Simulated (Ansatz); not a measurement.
# GeH₈SSi₂: geometry optimisation

What shape does GeH₈SSi₂ take? The plan is to relax it.

Program: Ansatz 0.2.0, Gaussian basis. Level of theory: RKS PBE0-D4/def2-TZVP. These are calculated values, not measurements.

Plan: relaxation at PBE-D4/def2-SVP; relaxation at PBE0-D4/def2-TZVP.

1 further run of the same task is left out (set aside as unsound or not needed).

### 1 The starting structure

SMILES `[SiH3][SiH2][S][GeH3]`, 12 atoms, charge 0, spin multiplicity 1.

Atoms are counted from 1 here; the program's logs count them from 0.

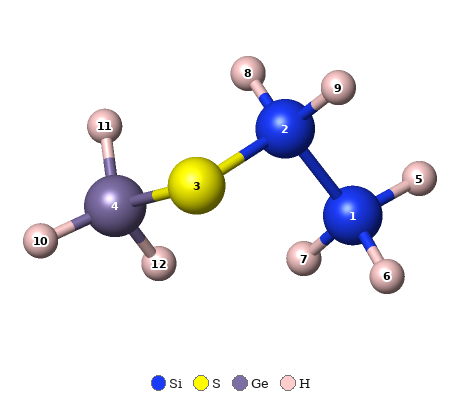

Start geometry, drawn with silicon blue, sulfur yellow, germanium purple, hydrogen pink; atoms are numbered from 1 in the order of the file.

Geometry (Å):

| atom | x (Å) | y (Å) | z (Å) |
| --- | --- | --- | --- |
| Si1 | -1.8453 | 0.5143 | 0.2681 |
| Si2 | -0.3785 | -0.9571 | 0.8850 |
| S3 | 1.4614 | 0.0145 | 1.3107 |
| Ge4 | 2.0845 | 0.2706 | -0.8270 |
| H5 | -3.1876 | -0.1136 | 0.0399 |
| H6 | -2.0228 | 1.5988 | 1.3024 |
| H7 | -1.4490 | 1.1956 | -0.9980 |
| H8 | -0.1599 | -1.9451 | -0.1772 |
| H9 | -0.8559 | -1.6059 | 2.1442 |
| H10 | 3.4418 | 0.8495 | -0.9164 |
| H11 | 1.9580 | -1.1159 | -1.5147 |
| H12 | 1.0301 | 1.2392 | -1.4831 |

The start is a force-field geometry with small random shifts, so a cheaper pass at PBE-D4/def2-SVP comes first.

### 2 Optimising with PBE-D4/def2-SVP (cheap first pass)

in.yaml reads:

```yaml
crystal:
  periodic: [false, false, false]
  atoms:
    - {symbol: Si, position_ang: [-1.845300, 0.514300, 0.268100]}
    - {symbol: Si, position_ang: [-0.378500, -0.957100, 0.885000]}
    - {symbol: S, position_ang: [1.461400, 0.014500, 1.310700]}
    - {symbol: Ge, position_ang: [2.084500, 0.270600, -0.827000]}
    - {symbol: H, position_ang: [-3.187600, -0.113600, 0.039900]}
    - {symbol: H, position_ang: [-2.022800, 1.598800, 1.302400]}
    - {symbol: H, position_ang: [-1.449000, 1.195600, -0.998000]}
    - {symbol: H, position_ang: [-0.159900, -1.945100, -0.177200]}
    - {symbol: H, position_ang: [-0.855900, -1.605900, 2.144200]}
    - {symbol: H, position_ang: [3.441800, 0.849500, -0.916400]}
    - {symbol: H, position_ang: [1.958000, -1.115900, -1.514700]}
    - {symbol: H, position_ang: [1.030100, 1.239200, -1.483100]}
basis:
  gaussian: {orbitals: def2-SVP}
hamiltonian: {xc: pbe, dispersion: d4}
relax: {f_tol: 0.03, max_steps: 200}
```

Launch:

```console
> ansatz run in.yaml --threads 4 --pin off --events-out ev --progress --plain --max-ram 10444MiB
```

Output:

```text
Functional definition: PBE
  name "PBE"
  cite "Perdew, Burke & Ernzerhof, Phys. Rev. Lett. 77, 3865 (1996) doi:10.1103/PhysRevLett.77.3865"
  parent pbe
  parameter kappa = 0.804
  parameter beta = 0.06672455060314922
  exchange = pbe_x(kappa = kappa, mu = beta*pi^2/3)
  correlation = pbe_c(beta = beta)
1412 factors; their error is unknown
mean field evaluation 1: about -83200.7176 eV, gradient 2.6e1 eV
mean field evaluation 2: about -83201.3621 eV, gradient 2.7e1 eV
mean field evaluation 4: about -83202.3218 eV, gradient 1.4e0 eV
mean field evaluation 8: about -83202.3334 eV, gradient 2.5e-2 eV
mean field evaluation 16: about -83202.2206 eV, gradient 3.4e-5 eV
mean field -83202.22059498 eV, -3057.6252103747 hartree, gradient 3.4e-5 eV, S^2 0.000000; 0 other end points of the search recorded, 0 dependent functions left out
the calculation of the forces begins
reference -83202.22063662 eV, -3057.6252119051 hartree; 42, 42 occupied and 84, 84 virtual orbitals, 1412 factors
relax step   1: F+E_penalty+E_count = -83202.58077725 eV  Δ(F+E_penalty+E_count) = +0.000e0 eV  max|allowed force component| = 1.839e0 eV/Å  Δτ_max = 0.0000 Å  (25 SCF iters, accepted)
these checks for a lower state are left out or cut short: starts, cluster_reference, orbital_swaps, neighbouring_geometries, increment
1412 factors; their error is unknown
mean field -83202.57114063 eV, -3057.6380926899 hartree, gradient 2.2e-5 eV, S^2 0.000000; 0 other end points of the search recorded, 0 dependent functions left out
the calculation of the forces begins
reference -83202.57118291 eV, -3057.6380942435 hartree; 42, 42 occupied and 84, 84 virtual orbitals, 1412 factors
relax step   2: F+E_penalty+E_count = -83202.91747430 eV  Δ(F+E_penalty+E_count) = -3.367e-1 eV  max|allowed force component| = 4.030e-1 eV/Å  Δτ_max = 0.1449 Å  (27 SCF iters, accepted)
these checks for a lower state are left out or cut short: starts, cluster_reference, orbital_swaps, neighbouring_geometries, increment
1412 factors; their error is unknown
mean field -83202.59472441 eV, -3057.6389593776 hartree, gradient 1.0e-5 eV, S^2 0.000000; 0 other end points of the search recorded, 0 dependent functions left out
the calculation of the forces begins
reference -83202.59476713 eV, -3057.6389609476 hartree; 42, 42 occupied and 84, 84 virtual orbitals, 1412 factors
relax step   3: F+E_penalty+E_count = -83202.93612555 eV  Δ(F+E_penalty+E_count) = -1.865e-2 eV  max|allowed force component| = 7.713e-2 eV/Å  Δτ_max = 0.0732 Å  (28 SCF iters, accepted)
these checks for a lower state are left out or cut short: starts, cluster_reference, orbital_swaps, neighbouring_geometries, increment
1412 factors; their error is unknown
mean field evaluation 32: about -83202.7122 eV, gradient 1.1e0 eV
mean field -83202.59940139 eV, -3057.6391312538 hartree, gradient 1.0e-5 eV, S^2 0.000000; 0 other end points of the search recorded, 0 dependent functions left out
the calculation of the forces begins
reference -83202.59944410 eV, -3057.6391328232 hartree; 42, 42 occupied and 84, 84 virtual orbitals, 1412 factors
relax step   4: F+E_penalty+E_count = -83202.94092449 eV  Δ(F+E_penalty+E_count) = -4.799e-3 eV  max|allowed force component| = 6.441e-2 eV/Å  Δτ_max = 0.0364 Å  (29 SCF iters, accepted)
these checks for a lower state are left out or cut short: starts, cluster_reference, orbital_swaps, neighbouring_geometries, increment
1412 factors; their error is unknown
mean field -83202.60008619 eV, -3057.6391564197 hartree, gradient 1.1e-5 eV, S^2 0.000000; 0 other end points of the search recorded, 0 dependent functions left out
the calculation of the forces begins
reference -83202.60012896 eV, -3057.6391579913 hartree; 42, 42 occupied and 84, 84 virtual orbitals, 1412 factors
relax step   5: F+E_penalty+E_count = -83202.94179498 eV  Δ(F+E_penalty+E_count) = -8.705e-4 eV  max|allowed force component| = 2.903e-2 eV/Å  Δτ_max = 0.0579 Å  (28 SCF iters, accepted)
1412 factors; their error is unknown
mean field evaluation 64: about -83202.6001 eV, gradient 3.4e-5 eV
mean field -83202.60008619 eV, -3057.6391564197 hartree, gradient 1.0e-5 eV, S^2 0.000000; 1 other end points of the search recorded, 0 dependent functions left out
the calculation of the forces begins
reference -83202.60012896 eV, -3057.6391579913 hartree; 42, 42 occupied and 84, 84 virtual orbitals, 1412 factors
Total energy: -83202.94183775 eV, -3057.6517155576 hartree
Atom 0 at    -1.993608     0.579389     0.263165 Å, force    -0.000113     0.000917    -0.002685 eV/Å
Atom 1 at    -0.386145    -1.007335     0.928715 Å, force    -0.017159    -0.012083     0.016150 eV/Å
Atom 2 at     1.541323    -0.068998     1.257333 Å, force     0.016812     0.029027     0.019088 eV/Å
Atom 3 at     2.132560     0.281344    -0.888621 Å, force     0.015604    -0.016454    -0.006368 eV/Å
Atom 4 at    -3.337352    -0.067137     0.044539 Å, force     0.000237    -0.003053    -0.000370 eV/Å
Atom 5 at    -2.125264     1.633840     1.328686 Å, force     0.004850    -0.002787    -0.002169 eV/Å
Atom 6 at    -1.565586     1.237043    -1.021314 Å, force    -0.004215     0.006836     0.000490 eV/Å
Atom 7 at    -0.266193    -2.109586    -0.093521 Å, force    -0.013890    -0.014159    -0.011594 eV/Å
Atom 8 at    -0.769117    -1.611966     2.252237 Å, force    -0.002351    -0.003141    -0.000788 eV/Å
Atom 9 at     3.557120     0.878543    -0.815280 Å, force     0.003153     0.007929    -0.000825 eV/Å
Atom 10 at     2.134689    -1.070468    -1.649221 Å, force    -0.002468     0.000744    -0.008037 eV/Å
Atom 11 at     1.154372     1.270230    -1.572817 Å, force    -0.000461     0.006224    -0.002892 eV/Å
Dipole moment:    -0.038180    -0.018162    -0.246904 e Å
```

It took 9 s on 4 threads of Arm Neoverse V2, shared host.

Along the way:

| step | energy from step 1 (eV) | largest force component (eV/Å) |
| --- | --- | --- |
| 1 | 0.0000 | 1.8387 |
| 2 | -0.3367 | 0.4030 |
| 3 | -0.3553 | 0.0771 |
| 4 | -0.3601 | 0.0644 |
| 5 | -0.3610 | 0.0290 |

Close pairs (by a distance rule), those that changed most:

| bond | before (Å) | after (Å) | change (Å) |
| --- | --- | --- | --- |
| Si1–Si2 | 2.167 | 2.355 | +0.187 |
| Ge4–H10 | 1.478 | 1.546 | +0.068 |
| Si2–S3 | 2.124 | 2.169 | +0.045 |
| Si2–H8 | 1.467 | 1.508 | +0.041 |
| Ge4–H12 | 1.575 | 1.550 | -0.025 |
| Si1–H7 | 1.491 | 1.505 | +0.014 |
| S3–Ge4 | 2.241 | 2.253 | +0.012 |
| Si2–H9 | 1.495 | 1.505 | +0.010 |

### 3 Optimising with PBE0-D4/def2-TZVP

in.yaml reads:

```yaml
crystal:
  periodic: [false, false, false]
  atoms:
    - {symbol: Si, position_ang: [-1.993608, 0.579389, 0.263165]}
    - {symbol: Si, position_ang: [-0.386145, -1.007335, 0.928715]}
    - {symbol: S, position_ang: [1.541323, -0.068998, 1.257333]}
    - {symbol: Ge, position_ang: [2.132560, 0.281344, -0.888621]}
    - {symbol: H, position_ang: [-3.337352, -0.067137, 0.044539]}
    - {symbol: H, position_ang: [-2.125264, 1.633840, 1.328686]}
    - {symbol: H, position_ang: [-1.565586, 1.237043, -1.021314]}
    - {symbol: H, position_ang: [-0.266193, -2.109586, -0.093521]}
    - {symbol: H, position_ang: [-0.769117, -1.611966, 2.252237]}
    - {symbol: H, position_ang: [3.557120, 0.878543, -0.815280]}
    - {symbol: H, position_ang: [2.134689, -1.070468, -1.649221]}
    - {symbol: H, position_ang: [1.154372, 1.270230, -1.572817]}
basis:
  gaussian: {orbitals: def2-TZVP}
hamiltonian: {xc: pbe0, dispersion: d4}
relax: {f_tol: 0.005, max_steps: 150}
```

Same command.

Output:

```text
Functional definition: PBE0
  name "PBE0"
  cite "Adamo & Barone, J. Chem. Phys. 110, 6158 (1999) doi:10.1063/1.478522"
  cite "Perdew, Burke & Ernzerhof, Phys. Rev. Lett. 77, 3865 (1996) doi:10.1103/PhysRevLett.77.3865"
  parent pbe
  parameter a = 0.25
  parameter kappa = 0.804
  parameter beta = 0.06672455060314922
  exchange = (1 - a)*pbe_x(kappa = kappa, mu = beta*pi^2/3) + a*exact_x
  correlation = pbe_c(beta = beta)
1560 factors; their error is unknown
mean field evaluation 1: about -83222.1624 eV, gradient 2.2e1 eV
mean field evaluation 2: about -83222.3811 eV, gradient 2.2e1 eV
mean field evaluation 4: about -83222.9906 eV, gradient 9.5e-1 eV
mean field evaluation 8: about -83223.3524 eV, gradient 1.8e-1 eV
mean field evaluation 16: about -83223.3524 eV, gradient 4.3e-5 eV
mean field -83223.35240778 eV, -3058.4017901715 hartree, gradient 4.3e-5 eV, S^2 0.000000; 0 other end points of the search recorded, 0 dependent functions left out
the calculation of the forces begins
reference -83223.35244681 eV, -3058.4017916057 hartree; 42, 42 occupied and 165, 165 virtual orbitals, 1560 factors
relax step   1: F+E_penalty+E_count = -83223.64837971 eV  Δ(F+E_penalty+E_count) = +0.000e0 eV  max|allowed force component| = 4.268e-1 eV/Å  Δτ_max = 0.0000 Å  (26 SCF iters, accepted)
these checks for a lower state are left out or cut short: starts, cluster_reference, orbital_swaps, neighbouring_geometries, increment
1560 factors; their error is unknown
mean field -83223.38118552 eV, -3058.4028477341 hartree, gradient 2.5e-5 eV, S^2 0.000000; 0 other end points of the search recorded, 0 dependent functions left out
the calculation of the forces begins
reference -83223.38122433 eV, -3058.4028491603 hartree; 42, 42 occupied and 165, 165 virtual orbitals, 1560 factors
relax step   2: F+E_penalty+E_count = -83223.67929817 eV  Δ(F+E_penalty+E_count) = -3.092e-2 eV  max|allowed force component| = 9.521e-2 eV/Å  Δτ_max = 0.0288 Å  (28 SCF iters, accepted)
these checks for a lower state are left out or cut short: starts, cluster_reference, orbital_swaps, neighbouring_geometries, increment
1560 factors; their error is unknown
mean field -83223.38214228 eV, -3058.4028828943 hartree, gradient 2.4e-5 eV, S^2 0.000000; 0 other end points of the search recorded, 0 dependent functions left out
the calculation of the forces begins
reference -83223.38218107 eV, -3058.4028843196 hartree; 42, 42 occupied and 165, 165 virtual orbitals, 1560 factors
relax step   3: F+E_penalty+E_count = -83223.68044736 eV  Δ(F+E_penalty+E_count) = -1.149e-3 eV  max|allowed force component| = 2.316e-2 eV/Å  Δτ_max = 0.0124 Å  (29 SCF iters, accepted)
these checks for a lower state are left out or cut short: starts, cluster_reference, orbital_swaps, neighbouring_geometries, increment
1560 factors; their error is unknown
mean field evaluation 32: about -83223.3824 eV, gradient 2.8e-1 eV
mean field -83223.38257219 eV, -3058.4028986930 hartree, gradient 1.9e-5 eV, S^2 0.000000; 0 other end points of the search recorded, 0 dependent functions left out
the calculation of the forces begins
reference -83223.38261098 eV, -3058.4029001187 hartree; 42, 42 occupied and 165, 165 virtual orbitals, 1560 factors
relax step   4: F+E_penalty+E_count = -83223.68073235 eV  Δ(F+E_penalty+E_count) = -2.850e-4 eV  max|allowed force component| = 9.354e-3 eV/Å  Δτ_max = 0.0059 Å  (23 SCF iters, accepted)
these checks for a lower state are left out or cut short: starts, cluster_reference, orbital_swaps, neighbouring_geometries, increment
1560 factors; their error is unknown
mean field -83223.38320068 eV, -3058.4029217897 hartree, gradient 2.5e-5 eV, S^2 0.000000; 0 other end points of the search recorded, 0 dependent functions left out
the calculation of the forces begins
reference -83223.38323948 eV, -3058.4029232156 hartree; 42, 42 occupied and 165, 165 virtual orbitals, 1560 factors
relax step   5: F+E_penalty+E_count = -83223.68085834 eV  Δ(F+E_penalty+E_count) = -1.260e-4 eV  max|allowed force component| = 7.654e-3 eV/Å  Δτ_max = 0.0225 Å  (28 SCF iters, accepted)
these checks for a lower state are left out or cut short: starts, cluster_reference, orbital_swaps, neighbouring_geometries, increment
1560 factors; their error is unknown
mean field -83223.38330986 eV, -3058.4029258021 hartree, gradient 1.5e-5 eV, S^2 0.000000; 0 other end points of the search recorded, 0 dependent functions left out
the calculation of the forces begins
reference -83223.38334867 eV, -3058.4029272282 hartree; 42, 42 occupied and 165, 165 virtual orbitals, 1560 factors
relax step   6: F+E_penalty+E_count = -83223.68089398 eV  Δ(F+E_penalty+E_count) = -3.564e-5 eV  max|allowed force component| = 1.637e-3 eV/Å  Δτ_max = 0.0053 Å  (23 SCF iters, accepted)
1560 factors; their error is unknown
mean field evaluation 64: about -83223.3833 eV, gradient 4.2e-4 eV
mean field -83223.38330986 eV, -3058.4029258021 hartree, gradient 1.5e-5 eV, S^2 0.000000; 1 other end points of the search recorded, 0 dependent functions left out
the calculation of the forces begins
reference -83223.38334867 eV, -3058.4029272282 hartree; 42, 42 occupied and 165, 165 virtual orbitals, 1560 factors
Total energy: -83223.68093278 eV, -3058.4138632428 hartree
Atom 0 at    -1.996065     0.581769     0.267481 Å, force     0.001290     0.000608    -0.000080 eV/Å
Atom 1 at    -0.377798    -0.981419     0.913568 Å, force     0.001072    -0.001512     0.000208 eV/Å
Atom 2 at     1.528125    -0.062228     1.238655 Å, force    -0.000502     0.001124    -0.000005 eV/Å
Atom 3 at     2.133346     0.265195    -0.878544 Å, force    -0.000072    -0.000635     0.000730 eV/Å
Atom 4 at    -3.311784    -0.084680     0.062880 Å, force     0.000423    -0.000024     0.000526 eV/Å
Atom 5 at    -2.135164     1.617514     1.324872 Å, force    -0.000631    -0.000282     0.000099 eV/Å
Atom 6 at    -1.597523     1.242838    -1.003815 Å, force     0.000111     0.000108     0.000392 eV/Å
Atom 7 at    -0.257993    -2.058079    -0.109756 Å, force    -0.000044     0.000766    -0.000605 eV/Å
Atom 8 at    -0.753858    -1.597700     2.213230 Å, force    -0.001637     0.000180     0.000358 eV/Å
Atom 9 at     3.544913     0.858308    -0.808110 Å, force    -0.000299     0.000398    -0.000065 eV/Å
Atom 10 at     2.133377    -1.079033    -1.621842 Å, force     0.000772    -0.000676    -0.000945 eV/Å
Atom 11 at     1.167223     1.242413    -1.564719 Å, force    -0.000485    -0.000054    -0.000613 eV/Å
Dipole moment:    -0.028582    -0.010259    -0.235640 e Å
```

Wall time 32 s (4 threads of Arm Neoverse V2, shared host); peak memory 0.71 GiB.

The steps of the relaxation:

| step | energy from step 1 (eV) | largest force component (eV/Å) |
| --- | --- | --- |
| 1 | 0.0000 | 0.4268 |
| 2 | -0.0309 | 0.0952 |
| 3 | -0.0321 | 0.0232 |
| 4 | -0.0324 | 0.0094 |
| 5 | -0.0325 | 0.0077 |
| 6 | -0.0325 | 0.0016 |

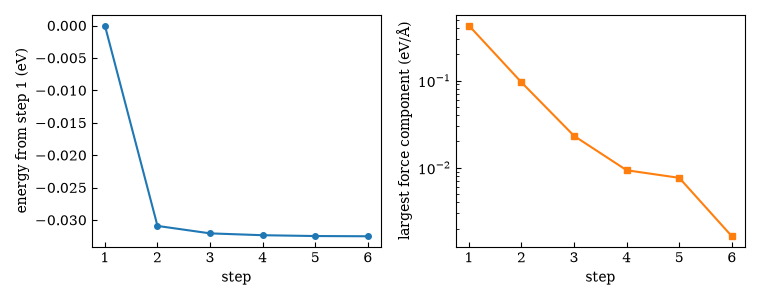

Energy and largest force along the relaxation.

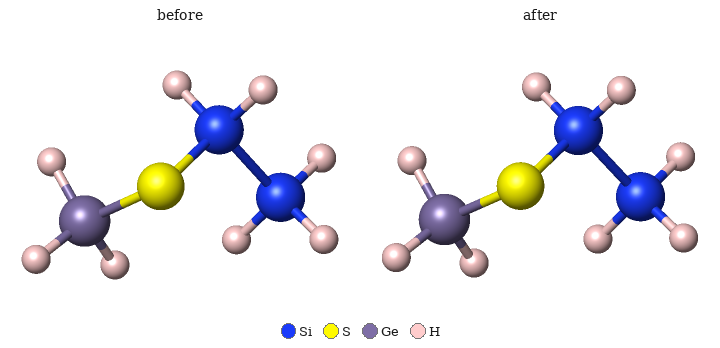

Before and after, at one scale.

Distances of close pairs at the start and the end, largest changes first:

| bond | before (Å) | after (Å) | change (Å) |
| --- | --- | --- | --- |
| Si2–S3 | 2.169 | 2.141 | -0.028 |
| S3–Ge4 | 2.253 | 2.226 | -0.027 |
| Si1–H6 | 1.505 | 1.487 | -0.018 |
| Si1–H5 | 1.507 | 1.489 | -0.018 |
| Si2–H9 | 1.505 | 1.487 | -0.018 |
| Si1–H7 | 1.505 | 1.487 | -0.018 |
| Si2–H8 | 1.508 | 1.490 | -0.018 |
| Ge4–H11 | 1.551 | 1.536 | -0.015 |

Mulliken charges of the relaxed molecule (report file):

| atom | value (e) |
| --- | --- |
| Si1 | 0.03 |
| Si2 | 0.15 |
| S3 | -0.34 |
| Ge4 | 0.12 |
| H5 | -0.01 |
| H6 | 0.00 |
| H7 | -0.01 |
| H8 | -0.01 |
| H9 | 0.00 |
| H10 | 0.03 |
| H11 | 0.03 |
| H12 | 0.03 |

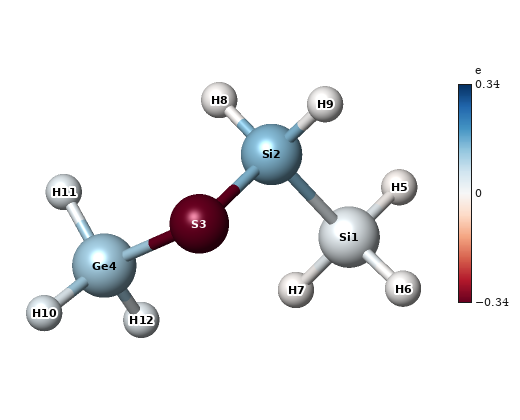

Mulliken charges of the relaxed molecule (report file), as colours on the atoms.

### 4 Outcome

```
                  quantity           value
               point group              C1
                     steps           5 + 6
shift from the start (rms)         0.141 Å
              total energy  -83223.6809 eV
           dispersion term        -298 meV
             dipole moment          1.14 D
```

The relaxed geometry lies 0.14 Å (rms) from the start; the bond that changed most is Si1–Si2, from 2.167 to 2.341 Å. No vibrations were run, so it is not proven to be a minimum. The largest Mulliken charge, -0.34 e, sits on S3.
